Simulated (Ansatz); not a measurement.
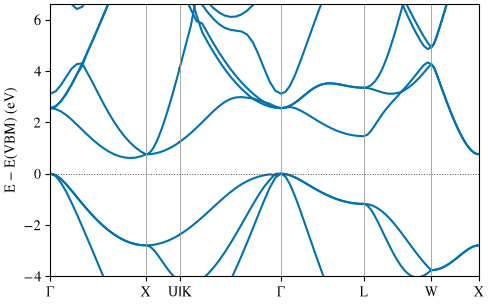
Band structure from DFT-PBE in the program Ansatz with PAW potentials

Question: Read off the gap and where the band edges lie.

Answer: About 0.6 eV (0.61 eV by a search for the band edges); maximum at Γ, minimum on the Γ–X line, 84 % of the way from Γ.

The material is Si (diamond, Fd-3m).

The PBE relaxation kept the symmetry of its start.

Potentials: the earlier of the program's two PAW sets.
